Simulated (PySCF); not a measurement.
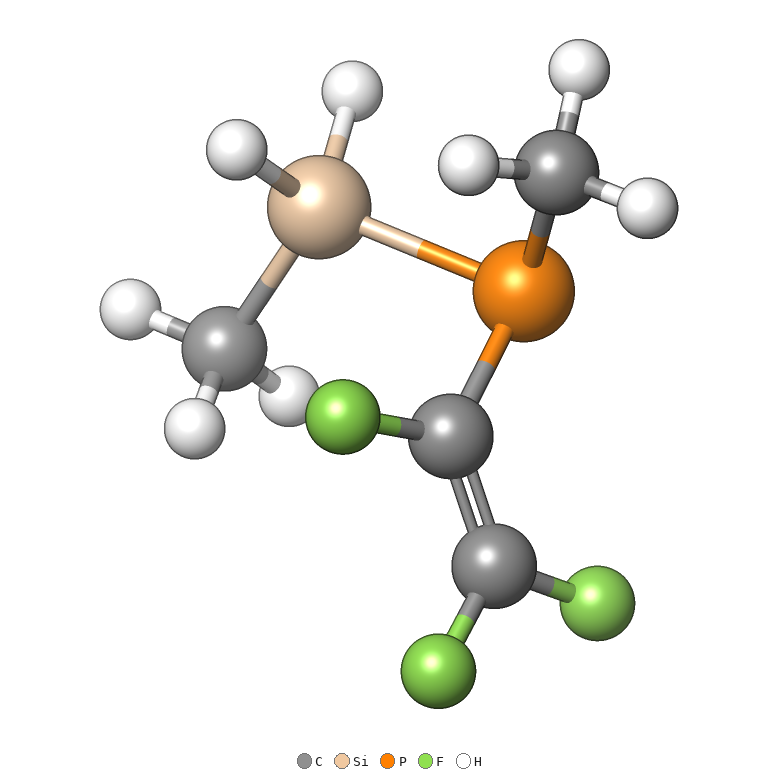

Computed geometry: PBE0-D3(BJ)/def2-SVP optimisation. No frequency run is at hand to confirm it as a minimum. Program: PySCF 2.14.0.

Tabulate HOMO energy (eV) at these levels: CAM-B3LYP/def2-SVPD; CAM-B3LYP/def2-SVPD in acetonitrile (IEF-PCM); CAM-B3LYP/pcSseg-1; PBE0/pcSseg-1; PBE0/pcSseg-1 in acetonitrile (IEF-PCM); PBE0/pcSseg-1 in tetrahydrofuran (IEF-PCM).

```csv
level,HOMO energy (eV)
CAM-B3LYP/def2-SVPD,−8.37
CAM-B3LYP/def2-SVPD in acetonitrile (IEF-PCM),−8.29
CAM-B3LYP/pcSseg-1,−8.36
PBE0/pcSseg-1,−7.09
PBE0/pcSseg-1 in acetonitrile (IEF-PCM),−7.05
PBE0/pcSseg-1 in tetrahydrofuran (IEF-PCM),−7.04
```
